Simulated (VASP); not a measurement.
Band structure of Zr3N4 (space group I-43d). All values below come from PBEsol GGA, VASP's PBE PAW potentials (set 64) (plane waves; VASP 6.6.1).

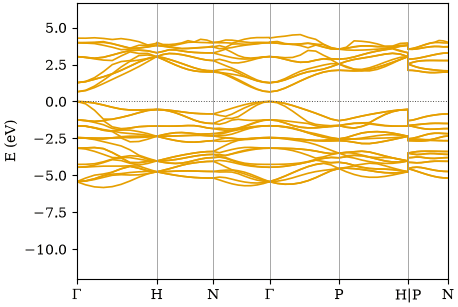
Bands along high-symmetry lines, zero at the valence-band maximum or, without a gap, the Fermi level

**Question.** Read the plot: is there a gap, and where are the band edges?

**Answer.** The gap is direct, 0.65 eV, from the valence maximum at Γ to the conduction minimum at Γ.

The structure comes from a computed database's Zr3N4 entry; how it stands against other phases isn't given here. The cell was not relaxed at this level. The run is one of a series of settings (NBANDS = 68 against the base run), some of them coarse on purpose.
